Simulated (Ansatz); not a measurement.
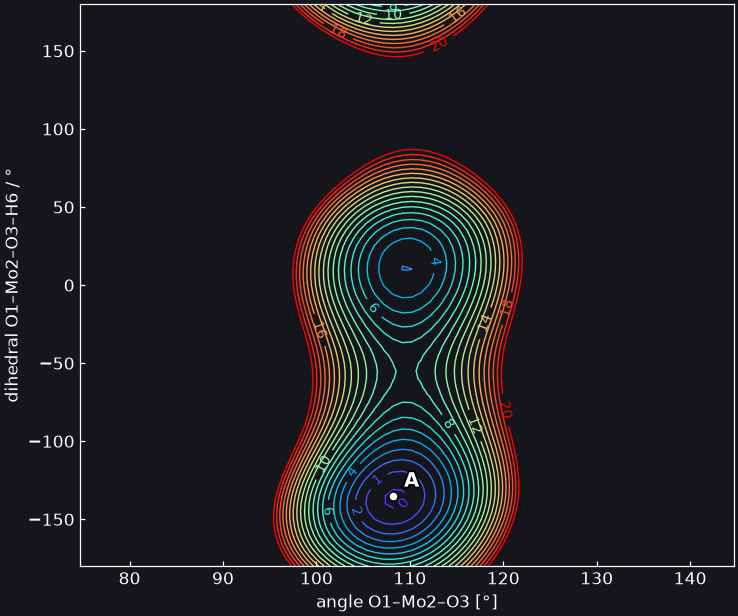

FHMoO2S, SMILES [O]=[Mo]([OH])([F])=[S]. 
- Coordinates scanned: (1) angle O1–Mo2–O3; (2) dihedral O1–Mo2–O3–H6.
- Nothing is relaxed (all other coordinates rigid).
- The grid has 7 × 8 points.
- Energies are in kJ/mol, from the lowest grid point.
- Level of theory: RKS PBE0-D4/def2-TZVP in Ansatz.

Drawn: contour lines labelled in kJ/mol (none above 20), the point A. Between grid points the surface is interpolated.

### What is the easiest way out of the well at A, and how high is the barrier?

The easiest path leads from the well at angle O1–Mo2–O3 = 109.7°, dihedral O1–Mo2–O3–H6 = −135° to the well at about angle O1–Mo2–O3 = 109°, dihedral O1–Mo2–O3–H6 = 10°, about 3.1 kJ/mol higher. Its highest point lies about 8 kJ/mol above the bottom of the first well on the interpolated surface, at about angle O1–Mo2–O3 = 110°, dihedral O1–Mo2–O3–H6 = −55°. Seen from the upper well the barrier is about 4.8 kJ/mol. This is the barrier on the constrained surface; relaxing the other coordinates would change it.

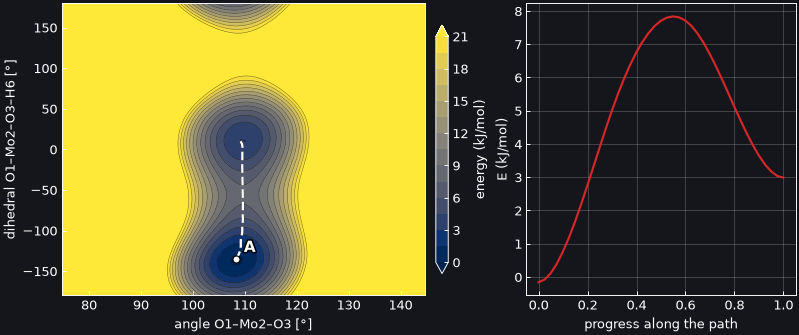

In the figure: filled contours, a line along the lowest path, one colour for all values above the top of the scale, the energy along the path at the right. Between grid points the surface is interpolated.
